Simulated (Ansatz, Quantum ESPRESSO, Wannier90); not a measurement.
# Ballistic channels from Wannier functions: zigzag Sb chain, bond 2.75 Å, width 0.8 Å, part 3 of 5

How many channels does the wire offer, and does a small Wannier basis get them right? The wire: zigzag Sb chain, bond 2.75 Å, width 0.8 Å.

Quantum ESPRESSO 7.5 and Wannier90 3.1.0; plane-wave DFT, LDA, GBRV ultrasoft pseudopotentials; cross-check by Ansatz 0.2.0 with PAW datasets.

So far. Step 2 (SCF with pw.x): The run needed 13 iterations to bring the estimated error under 1e-07 Ry; the largest force on any atom, held or free, is 0.09 eV/Å.

### Step 6. Localisation, bands and conductance

Level of this step: maximally localised Wannier functions and ballistic conductance; plane-wave DFT, LDA, GBRV ultrasoft pseudopotentials (Wannier90).

After disentangling and localising, transport_mode = bulk builds principal layers from hoppings within dist_cutoff and counts open channels.

Contents of wan.win:

```
num_wann = 8
num_bands = 29
num_iter = 200
num_print_cycles = 20
conv_tol = 1e-8
conv_window = 5
guiding_centres = true
dis_num_iter = 1500
dis_conv_tol = 1e-8
dis_win_min = -13.6517
dis_win_max = 6.3483
dis_froz_max = -1.1517
search_shells = 120
fermi_energy = -2.6517

transport = true
transport_mode = bulk
one_dim_axis = z
dist_cutoff = 15.69
dist_cutoff_mode = one_dim
tran_win_min = -4.0
tran_win_max = 2.0
tran_energy_step = 0.02

bands_plot = true
bands_num_points = 96
begin kpoint_path
G 0.0 0.0 0.0 Z 0.0 0.0 0.5
end kpoint_path

begin projections
Sb:s;p
end projections

begin unit_cell_cart
ang
  9.0000000000 0.0000000000 0.0000000000
  0.0000000000 8.0000000000 0.0000000000
  0.0000000000 0.0000000000 5.2621288468
end unit_cell_cart

begin atoms_frac
  Sb -0.0444444444 0.0000000000 0.0000000000
  Sb 0.0444444444 0.0000000000 0.5000000000
end atoms_frac

mp_grid = 1 1 6
begin kpoints
  0.0 0.0 0.0000000000
  0.0 0.0 0.1666666667
  0.0 0.0 0.3333333333
  0.0 0.0 0.5000000000
  0.0 0.0 0.6666666667
  0.0 0.0 0.8333333333
end kpoints
```

Started as:

```
OMP_NUM_THREADS=1 wannier90.x wan > wan.run.log
```

The program printed:

```text
[banner, memory and clock lines left out]
+---------------------------------------------------+
             |                                                   |
             |                   WANNIER90                       |
             |                                                   |
             +---------------------------------------------------+
             |                                                   |
             |        Welcome to the Maximally-Localized         |
             |        Generalized Wannier Functions code         |
             |                             |
             |                                                   |
             |                                                   |
             |  Wannier90 Developer Group:                       |
             |    Giovanni Pizzi    (EPFL)                       |
             |    Valerio Vitale    (Cambridge)                  |
             |    David Vanderbilt  (Rutgers University)         |
             |    Nicola Marzari    (EPFL)                       |
             |    Ivo Souza         (Universidad del Pais Vasco) |
             |    Arash A. Mostofi  (Imperial College London)    |
             |    Jonathan R. Yates (University of Oxford)       |
             |                                                   |
             |  For the full list of Wannier90 3.x authors,      |
             |  please check the code documentation and the      |
             |  README on the GitHub page of the code            |
             |                                                   |
             |                                                   |
             |                                                   |
             |  [ref] "Wannier90 as a community code:            |
             |        new features and applications",            |
             |        165902 (2020).                             |
             |            |
             |                                                   |
             |  in any publications arising from the use of      |
             |                                                   |
             |  [ref] "Maximally Localized Generalised Wannier   |
             |         Functions for Composite Energy Bands"     |
             |         N. Marzari and D. Vanderbilt              |
             |         Phys. Rev. B 56 12847 (1997)              |
             |                                                   |
             |  [ref] "Maximally Localized Wannier Functions     |
             |         for Entangled Energy Bands"               |
             |         I. Souza, N. Marzari and D. Vanderbilt    |
             |         Phys. Rev. B 65 035109 (2001)             |
             |                                                   |
             |                                                   |
             | Copyright (c) 1996-2020                           |
             |        The Wannier90 Developer Group and          |
             |        individual contributors                    |
             |                                                   |
             |      Release: 3.1.0        5th March    2020      |
             |                                                   |
             | This program is free software; you can            |
             | redistribute it and/or modify it under the terms  |
             | of the GNU General Public License as published by |
             | the Free Software Foundation; either version 2 of |
             | the License, or (at your option) any later version|
             |                                                   |
             | This program is distributed in the hope that it   |
             | will be useful, but WITHOUT ANY WARRANTY; without |
             | even the implied warranty of MERCHANTABILITY or   |
             | FITNESS FOR A PARTICULAR PURPOSE. See the GNU     |
             | General Public License for more details.          |
             |                                                   |
             | You should have received a copy of the GNU General|
             | Public License along with this program; if not,   |
             | write to the Free Software Foundation, Inc.,      |
             | 675 Mass Ave, Cambridge, MA 02139, USA.           |
             |                                                   |
             +---------------------------------------------------+
[date or host left out]
             +---------------------------------------------------+

 ******************************************************************************
 * -> Using CODATA 2006 constant values                                       *
 *    (                      *
 * -> Using Bohr value from CODATA                                            *
 ******************************************************************************

 Running in serial (with parallel executable)

                                    ------
                                    SYSTEM
                                    ------

                              Lattice Vectors (Ang)
                    a_1     9.000000   0.000000   0.000000
                    a_2     0.000000   8.000000   0.000000
                    a_3     0.000000   0.000000   5.262129

                   Unit Cell Volume:     378.87328  (Ang^3)

                        Reciprocal-Space Vectors (Ang^-1)
                    b_1     0.698132   0.000000   0.000000
                    b_2     0.000000   0.785398   0.000000
                    b_3     0.000000   0.000000   1.194039

 *----------------------------------------------------------------------------*
 |   Site       Fractional Coordinate          Cartesian Coordinate (Ang)     |
 +----------------------------------------------------------------------------+
 | Sb   1  -0.04444   0.00000   0.00000   |   -0.40000   0.00000   0.00000    |
 | Sb   2   0.04444   0.00000   0.50000   |    0.40000   0.00000   2.63106    |
 *----------------------------------------------------------------------------*
                                ------------
                                K-POINT GRID
                                ------------

             Grid size =  1 x  1 x  6      Total points =    6

 *---------------------------------- MAIN ------------------------------------*
 |  Number of Wannier Functions               :                 8             |
 |  Number of Objective Wannier Functions     :                 8             |
 |  Number of input Bloch states              :                29             |
[...]
O_D=      0.0333201 O_OD=      5.2400832 O_TOT=     18.2278991 <-- SPRD
 Delta: O_D= -0.9897351E-03 O_OD= -0.8931142E-01 O_TOT= -0.9030116E-01 <-- DLTA
 Cycle:     20
[...]
Sum of centres and spreads (  0.003475, -0.000000, 10.524258 )    17.93800513

     20    -0.167E-01     0.4443323927       17.9380051217       0.03  <-- CONV
        O_D=      0.0313533 O_OD=      4.9521560 O_TOT=     17.9380051 <-- SPRD
 Delta: O_D= -0.8186494E-03 O_OD= -0.1583843E-01 O_TOT= -0.1665708E-01 <-- DLTA
 Cycle:     40
[...]
Sum of centres and spreads ( -0.003671, -0.000000, 10.524258 )    16.68914397

     40    -0.906E-03     0.1245166490       16.6891439620       0.03  <-- CONV
        O_D=      0.0286759 O_OD=      3.7059722 O_TOT=     16.6891440 <-- SPRD
 Delta: O_D=  0.4809446E-04 O_OD= -0.9537683E-03 O_TOT= -0.9056739E-03 <-- DLTA
 Cycle:     60
[...]
Sum of centres and spreads (  0.000789, -0.000000, 10.524258 )    16.68772526

     60    -0.878E-07     0.0015190644       16.6877252538       0.04  <-- CONV
        O_D=      0.0286738 O_OD=      3.7045556 O_TOT=     16.6877253 <-- SPRD
 Delta: O_D=  0.4453902E-06 O_OD= -0.5332043E-06 O_TOT= -0.8781406E-07 <-- DLTA
 Cycle:     80
[...]
Sum of centres and spreads (  0.000914, -0.000003, 10.524254 )    16.68768536

     80    -0.293E-04     0.0093417574       16.6876853532       0.05  <-- CONV
        O_D=      0.0286833 O_OD=      3.7045062 O_TOT=     16.6876854 <-- SPRD
 Delta: O_D=  0.1234800E-04 O_OD= -0.4168585E-04 O_TOT= -0.2933785E-04 <-- DLTA
 Cycle:    100
[...]
Sum of centres and spreads (  0.001617, -0.000033, 10.524315 )    16.44010023

    100    -0.137E+00     1.0305172477       16.4401002196       0.05  <-- CONV
        O_D=      0.0616428 O_OD=      3.4239616 O_TOT=     16.4401002 <-- SPRD
 Delta: O_D=  0.3092275E-01 O_OD= -0.1677466E+00 O_TOT= -0.1368239E+00 <-- DLTA

 Writing checkpoint file wan.chk... done

 Cycle:    120
[...]
Sum of centres and spreads (  0.000652, -0.000064, 10.524360 )    15.42021989

    120    -0.413E-02     0.3043243812       15.4202198817       0.06  <-- CONV
        O_D=      0.0201630 O_OD=      2.4455611 O_TOT=     15.4202199 <-- SPRD
 Delta: O_D= -0.4870091E-03 O_OD= -0.3640131E-02 O_TOT= -0.4127140E-02 <-- DLTA
 Cycle:    140
[...]
Sum of centres and spreads (  0.000386, -0.000104, 10.524292 )    15.40283841

    140    -0.165E-03     0.0521738556       15.4028383980       0.06  <-- CONV
        O_D=      0.0200817 O_OD=      2.4282609 O_TOT=     15.4028384 <-- SPRD
 Delta: O_D= -0.5559020E-04 O_OD= -0.1094646E-03 O_TOT= -0.1650548E-03 <-- DLTA
 Cycle:    160
[...]
Sum of centres and spreads (  0.000375, -0.000176, 10.524265 )    15.40188848

    160    -0.334E-05     0.0075997016       15.4018884719       0.07  <-- CONV
        O_D=      0.0200780 O_OD=      2.4273146 O_TOT=     15.4018885 <-- SPRD
 Delta: O_D=  0.1544698E-05 O_OD= -0.4883493E-05 O_TOT= -0.3338795E-05 <-- DLTA
 Cycle:    180
[...]
Sum of centres and spreads (  0.000373, -0.000297, 10.524260 )    15.40185314

    180    -0.317E-06     0.0027171340       15.4018531283       0.07  <-- CONV
        O_D=      0.0200743 O_OD=      2.4272830 O_TOT=     15.4018531 <-- SPRD
 Delta: O_D=  0.2429689E-06 O_OD= -0.5601116E-06 O_TOT= -0.3171427E-06 <-- DLTA
 Cycle:    200
[...]
Sum of centres and spreads (  0.000373, -0.000510, 10.524258 )    15.40185138

    200    -0.517E-07     0.0008843457       15.4018513687       0.08  <-- CONV
        O_D=      0.0200745 O_OD=      2.4272811 O_TOT=     15.4018514 <-- SPRD
 Delta: O_D= -0.1610621E-06 O_OD=  0.1094000E-06 O_TOT= -0.5166214E-07 <-- DLTA

 Writing checkpoint file wan.chk... done

 Final State
  WF centre and spread    1  (  0.285806,  0.000755,  0.000048 )     1.74197465
  WF centre and spread    2  ( -0.846057,  0.000399, -0.659433 )     1.87759076
  WF centre and spread    3  ( -0.846161,  0.000399,  0.659384 )     1.87754025
  WF centre and spread    4  ( -0.383431, -0.002232, -0.000000 )     2.20117067
  WF centre and spread    5  ( -0.283707, -0.000188,  2.631005 )     1.74476159
  WF centre and spread    6  (  0.845181, -0.000099,  3.289719 )     1.87884999
  WF centre and spread    7  (  0.845310, -0.000099,  1.972471 )     1.87879040
  WF centre and spread    8  (  0.383431,  0.000556,  2.631064 )     2.20117306
  Sum of centres and spreads (  0.000373, -0.000510, 10.524258 )    15.40185138

         Spreads (Ang^2)       Omega I      =    12.954495818
        ================       Omega D      =     0.020074480
                               Omega OD     =     2.427281070
    Final Spread (Ang^2)       Omega Total  =    15.401851369
 Time for wannierise            0.057 (sec)

 Writing checkpoint file wan.chk... done

 *---------------------------------------------------------------------------*
 |                               PLOTTING                                    |
 *---------------------------------------------------------------------------*

 Translated centres
    translation centre in fractional coordinate:  0.000000  0.000000  0.250000
  WF centre     1  (  0.285806,  0.000755,  0.000048 )
  WF centre     2  ( -0.846057,  0.000399, -0.659433 )
  WF centre     3  ( -0.846161,  0.000399,  0.659384 )
  WF centre     4  ( -0.383431, -0.002232, -0.000000 )
  WF centre     5  ( -0.283707, -0.000188,  2.631005 )
  WF centre     6  (  0.845181, -0.000099,  3.289719 )
  WF centre     7  (  0.845310, -0.000099,  1.972471 )
  WF centre     8  (  0.383431,  0.000556,  2.631064 )

 Calculating interpolated band-structure

 Time to calculate interpolated band structure       0.004 (sec)

 Time for plotting              0.005 (sec)

 *---------------------------------------------------------------------------*
 |                              TRANSPORT                                    |
 *---------------------------------------------------------------------------*

 Calculation of Quantum Conductance and DoS: bulk mode

 Maximum imaginary part of the real-space Hamiltonian:     0.000016

     Maximum real part of the real-space Hamiltonian at each lattice point
            Lattice point R           Max |H_ij(R)|
                  -4                     0.000000
                  -3                     0.014497
                  -2                     0.071884
                  -1                     1.949997
                   0                     5.398509
                   1                     1.949997
                   2                     0.071884
                   3                     0.014497
                   4                     0.000000

 Number of unit cells inside the principal layer:     3
 Number of Wannier Functions inside the principal layer:    24

 Calculating quantum conductance and density of states... done

 Time for transport             0.303 (sec)
 Total Execution Time           0.416 (sec)

 *===========================================================================*
 |                             TIMING INFORMATION                            |
 *===========================================================================*
 |    Tag                                                Ncalls      Time (s)|
 |---------------------------------------------------------------------------|
 |kmesh: get                                        :         1         0.007|
 |overlap: allocate                                 :         1         0.000|
 |overlap: read                                     :         1         0.017|
 |dis: main                                         :         1         0.024|
 |wann: main                                        :         1         0.057|
 |plot: main                                        :         1         0.005|
 |tran: main                                        :         1         0.303|
 *---------------------------------------------------------------------------*

 All done: wannier90 exiting
[key lines of the parts left out:]
|  Fermi energy (eV)                         :            -2.652             |
```

The job ended after 0.87 s (1 MPI rank of Arm Neoverse V2, shared host; peak memory 0.09 GiB).

Read from the output:

```
lead channels at the Fermi level, one spin                                        : 3.000
total spread                                                                      : 15.40 Å²
gauge-invariant spread                                                            : 12.95 Å²
largest misfit to plane-wave levels between mesh points, inside the frozen window : 0.01379 eV
```

Per spin. Table of quantum conductance of the perfect wire, open channels by energy, zero at the Fermi level:

```
energy (eV)  quantum conductance of the perfect wire, open channels
     -4.000                                                  8.2e-8
     -3.500                                                       1
     -3.000                                                       1
     -2.500                                                       1
     -2.000                                                       1
     -1.500                                                       2
     -1.020                                                       3
     -0.500                                                       3
      0.000                                                       3
      0.500                                                       3
      1.000                                                       3
      1.500                                                       2
      2.000                                                       1
```

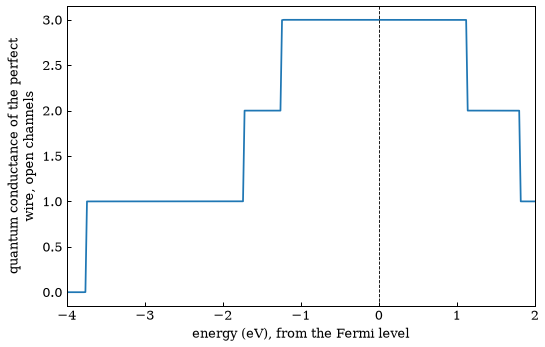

Quantum conductance of the perfect wire, open channels, plotted against energy.

Wannier functions:

```
no.    x (Å)      y (Å)    z (Å)  spread (Å²)
  1   0.2858    7.55e-4  4.80e-5        1.742
  2  -0.8461    3.99e-4  -0.6594        1.878
  3  -0.8462    3.99e-4   0.6594        1.878
  4  -0.3834  -0.002232        0        2.201
  5  -0.2837   -1.88e-4    2.631        1.745
  6   0.8452   -9.90e-5     3.29        1.879
  7   0.8453   -9.90e-5    1.972        1.879
  8   0.3834    5.56e-4    2.631        2.201
```

Electronic bands along the path, in eV, zero at the Fermi level; # counts the bands kept:

```
point     #2     #3     #4     #5     #6    #7    #8
    Γ  -6.03  -3.75  -1.73  -1.23   1.14  1.81  4.81
    Z  -9.14  -1.18  -1.18  -0.42  -0.42  3.32  3.32
```

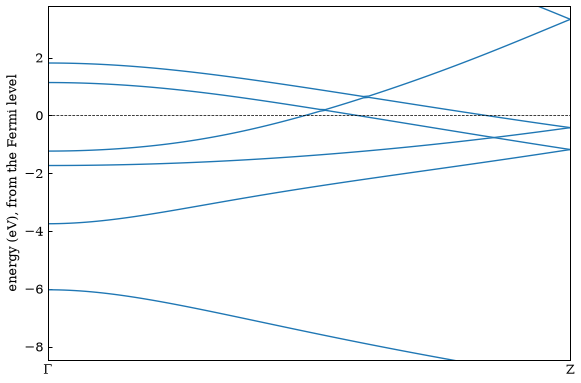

Electronic bands along the path.

Bands and channels are those of the Wannier model: bands that were not projected, and all outside the frozen window, are missing or only approximate.

### Step 7. Neighbour list from wannier90 -pp, with dis_froz_max − E_F = 0.0

How much does a setting matter? One run is repeated with a change.

wan_w.win, as its differences from the input of step 6:

```diff
@@ -11,3 +11,3 @@
 dis_win_max = 6.3483
-dis_froz_max = -1.1517
+dis_froz_max = -2.6517
 search_shells = 120
```

Started as:

```
OMP_NUM_THREADS=1 wannier90.x -pp wan_w > wan_w.pp.log
```

The job ended after 0.46 s (1 MPI rank; peak memory 0.09 GiB).

### Step 8. Overlaps and projections

The same post-processing, on the changed run.

Contents of wan_w.p2w.in:

```
&inputpp
  prefix = 'nscf'
  outdir = './out'
  seedname = 'wan_w'
  write_mmn = .true.
  write_amn = .true.
  write_unk = .false.
/
```

Started as:

```
OMP_NUM_THREADS=1 mpirun -n 2 pw2wannier90.x -in wan_w.p2w.in > wan_w.p2w.out
```

Wall time 3.7 s (2 MPI ranks); peak memory 0.17 GiB.

(Continued in part 4 of 5.)

[Logs are printed without paths, hosts, clocks, repeated set-up lines and the standing remarks that a program may print on its own settings, such as how far it seeks lower states.]

[Hosts, paths, dates, database ids (printed as entryN), source tags and the programs' standing remarks are cut or masked in the printed files.]

[Maps of the electrostatic potential energy from Ansatz leave out the sawtooth potential of an applied field or a dipole correction, so their vacuum need not be flat; planar profiles and work functions include it.]
